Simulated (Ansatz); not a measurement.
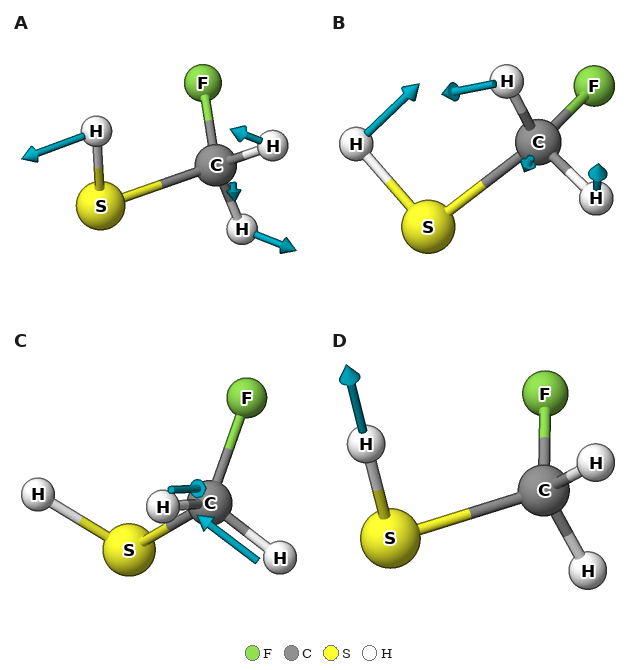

4 normal modes of one molecule or complex, as arrows. Harmonic vibrations computed with RKS PBE0-D4/def2-TZVP (Ansatz 0.2.0) at a stationary point of the same level.

> Match the panels to the wavenumbers 811 cm⁻¹, 1078 cm⁻¹, 2711 cm⁻¹, 3081 cm⁻¹.

A: 1078 cm⁻¹
B: 811 cm⁻¹, angle bending
C: 3081 cm⁻¹, in-phase stretching of 2 C–H bonds
D: 2711 cm⁻¹, S–H stretching
